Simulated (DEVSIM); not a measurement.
System: Schottky contact on p-type Si, at 300 K.

```
layer (left to right)  material  thickness (μm)  Na (cm⁻³)  τn (s)  τp (s)
---------------------  --------  --------------  ---------  ------  ------
1                            Si            8.30     5.1e15  1.4e-7  1.4e-7
2                            Si            1.30     1.6e18  1.4e-7  1.4e-7
```

Left contact: Schottky, work function 4.764 eV, emission velocity 1e7 cm/s. Right contact: ohmic. Voltage is applied to the left contact. Recombination: SRH at mid-gap. Mobility is μmin + (μ − μmin)/(1 + (N/Nref)^α).

This is a model device: material constants are rounded textbook-type values typed into the input, and sizes, dopings and lifetimes were drawn at random. Values at 300 K.

```
parameter           Si
-------------  -------
gap (eV)         1.124
affinity (eV)     4.05
permittivity      11.7
Nc (cm⁻³)      2.86e19
Nv (cm⁻³)       3.1e19
μn (cm²/Vs)       1417
μp (cm²/Vs)        470
μn,min              52
μp,min              45
Nref,n          9.7e16
Nref,p          2.2e17
αn                0.68
αp                0.72
```

DEVSIM, 1D drift-diffusion, Boltzmann statistics, complete ionisation; no tunnelling, impact ionisation, image-force lowering or self-heating. Metal contacts follow the ideal Schottky-Mott rule: no Fermi-level pinning, no interface dipoles.

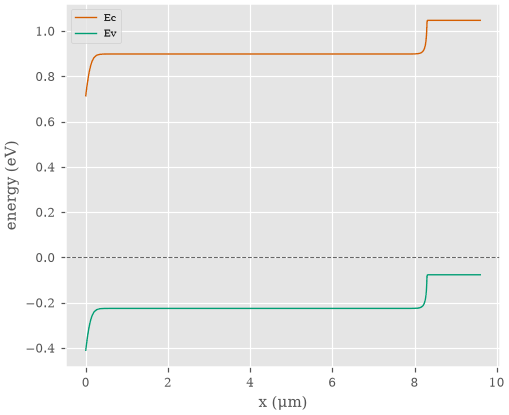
Figure: Band edges at zero bias

Energies count from the Fermi level of the right contact; mesh points crowd at the junctions.

| x (μm) | Ec (eV) | Ev (eV) | n (cm⁻³) | p (cm⁻³) | field (V/cm) |
|---|---|---|---|---|---|
| 0.000 | 0.714 | -0.410 | 2.9e7 | 4.0e12 | 16000 |
| 0.02598 | 0.752 | -0.372 | 6500000 | 1.8e13 | 14000 |
| 0.08423 | 0.820 | -0.304 | 490000 | 2.4e14 | 9300 |
| 0.2008 | 0.883 | -0.241 | 41000 | 2.8e15 | 2500 |
| 0.5964 | 0.899 | -0.225 | 23000 | 5.1e15 | ≈ 0 |
| 1.264 | 0.899 | -0.225 | 23000 | 5.1e15 | ≈ 0 |
| 2.650 | 0.899 | -0.225 | 23000 | 5.1e15 | ≈ 0 |
| 5.959 | 0.899 | -0.225 | 23000 | 5.1e15 | ≈ 0 |
| 7.185 | 0.899 | -0.225 | 23000 | 5.1e15 | ≈ 0 |
| 7.775 | 0.899 | -0.225 | 23000 | 5.1e15 | ≈ 0 |
| 8.070 | 0.900 | -0.224 | 22000 | 5.3e15 | 190 |
| 8.228 | 0.918 | -0.206 | 11000 | 1.1e16 | 3700 |
| 8.280 | 0.959 | -0.165 | 2200 | 5.2e16 | 17000 |
| 8.303 | 1.038 | -0.086 | 100 | 1.1e18 | 27000 |
| 8.347 | 1.047 | -0.077 | < 1e2 | 1.6e18 | ≈ 0 |
| 8.427 | 1.047 | -0.077 | < 1e2 | 1.6e18 | ≈ 0 |
| 8.583 | 1.047 | -0.077 | < 1e2 | 1.6e18 | ≈ 0 |
| 8.900 | 1.047 | -0.077 | < 1e2 | 1.6e18 | ≈ 0 |
| 9.351 | 1.047 | -0.077 | < 1e2 | 1.6e18 | ≈ 0 |
| 9.490 | 1.047 | -0.077 | < 1e2 | 1.6e18 | ≈ 0 |
| 9.561 | 1.047 | -0.077 | < 1e2 | 1.6e18 | ≈ 0 |
| 9.600 | 1.047 | -0.077 | < 1e2 | 1.6e18 | ≈ 0 |
